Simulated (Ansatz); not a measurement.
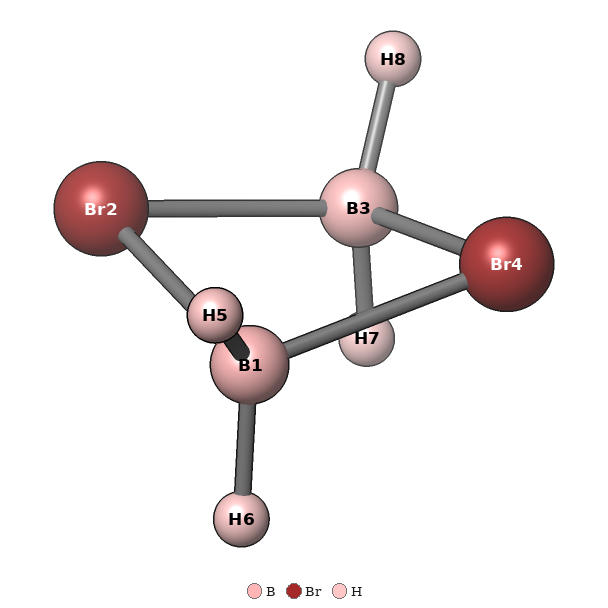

Atoms fade into the background with distance from the viewer. Computed geometry: PBE0-D4/def2-TZVP optimisation.

Q: How is the 4-membered ring B1–Br2–B3–Br4 puckered?

A: It is puckered (butterfly). The Cremer–Pople amplitude Q is 0.41 Å.

Q: Give the torsion angles round the ring, beginning with the bond from its second to its third atom.

A: −22°, 22°, −22°, 22°.
